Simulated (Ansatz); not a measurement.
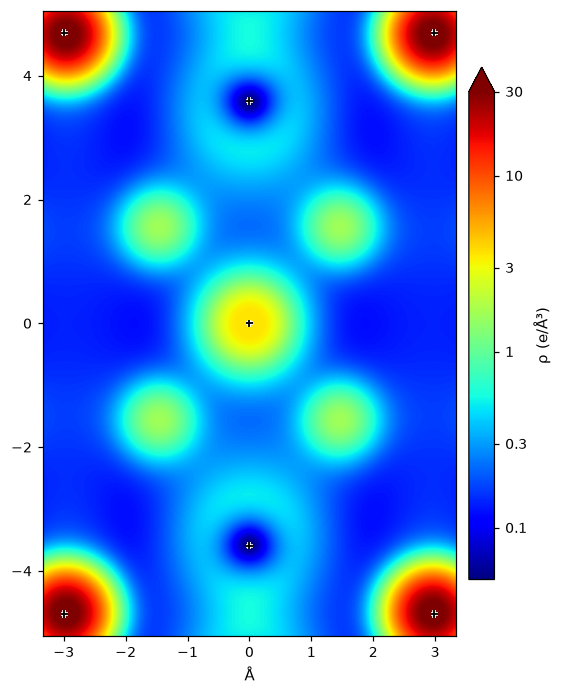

The valence electron density on a plane through atoms (crosses mark nuclei in the plane).

These are results of DFT PBE, scalar-relativistic, plane waves, PAW (Ansatz), not measurements.

Candidates:
A. ScSi₄O, a = 4.81 Å, b = 4.81 Å, c = 4.66 Å, α = 90.00°, β = 90.00°, γ = 120.00°. Space group P6/mmm; a structure generated by program, which may or may not match a known phase; computed without spin polarisation.
B. SnPb₂O₃, a = 3.69 Å, b = 3.69 Å, c = 9.02 Å, α = 90.00°, β = 90.00°, γ = 120.00°. Space group P-3m1; a structure generated by program, which may or may not match a known phase.
C. Hf₃Si₂N, a = 5.98 Å, b = 5.98 Å, c = 9.39 Å, α = 90.00°, β = 90.00°, γ = 120.00°. Space group R-3m; a structure generated by program, which may or may not match a known phase; computed without spin polarisation.

> Which system is this?

Candidate C: Hf₃Si₂N on the (100) plane of the conventional cell, which holds Hf, Si and N.
